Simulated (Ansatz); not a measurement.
Band structure of NaF (Fm-3m, 2 atoms in the cell).

```yaml
crystal:
  lattice:
    - [0.00000, 2.26738, 2.26738]
    - [2.26738, 0.00000, 2.26738]
    - [2.26738, 2.26738, 0.00000]
  atoms:
    - { symbol: Na, position: [0.00000, 0.00000, 0.00000] }
    - { symbol: F, position: [0.50000, 0.50000, 0.50000] }
```

Method of the run: PBE (plane waves, PAW; Ansatz, a first-principles code).

Settings: kpoints.mp_grid.grid = 10 10 10; hamiltonian.xc = pbe; hamiltonian.pseudopotentials = {kind: paw} (the program's default PAW files); scf.occupations.method = fixed; kpoints.band_path.npoints = 8.

The starting cell comes from a database of computed structures (which also holds hypothetical and non-ambient phases and stackings), without a prior relaxation at this level. Its lattice was rescaled by a random factor within 2.5 % of one.

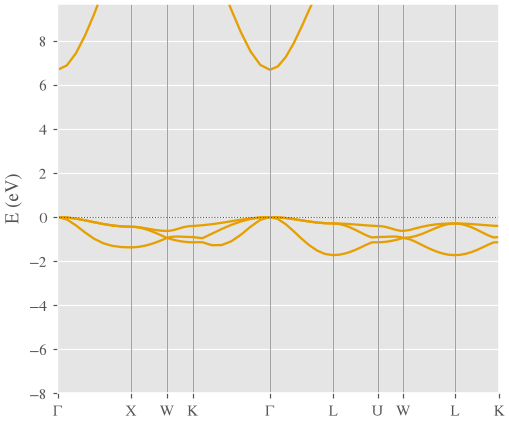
Bands along the path, energies from the top of the valence band on the path.

Read off roughly the gap and where its edges lie.

The gap along the path is about 6.7 eV (computed: 6.68 eV), direct at Γ to within 0.01 eV.

Levels in eV from the top of the valence band on the path, bands 5 to 11:
| point | 5 | 6 | 7 | 8 | 9 | 10 | 11 |
|---|---|---|---|---|---|---|---|
| Γ | -18.76 | 0.00 | 0.00 | 0.00 | 6.68 | 19.45 | 19.45 |
| X | -18.82 | -1.37 | -0.44 | -0.44 | 13.54 | 13.71 | 14.29 |
| W | -18.34 | -0.94 | -0.94 | -0.63 | 13.67 | 13.67 | 15.97 |
| K | -18.37 | -1.14 | -0.90 | -0.40 | 13.23 | 13.74 | 15.44 |
| L | -18.00 | -1.73 | -0.29 | -0.29 | 11.20 | 13.05 | 20.83 |
| U | -18.37 | -1.14 | -0.90 | -0.40 | 13.23 | 13.74 | 15.44 |

Keys are those of Ansatz 0.2.
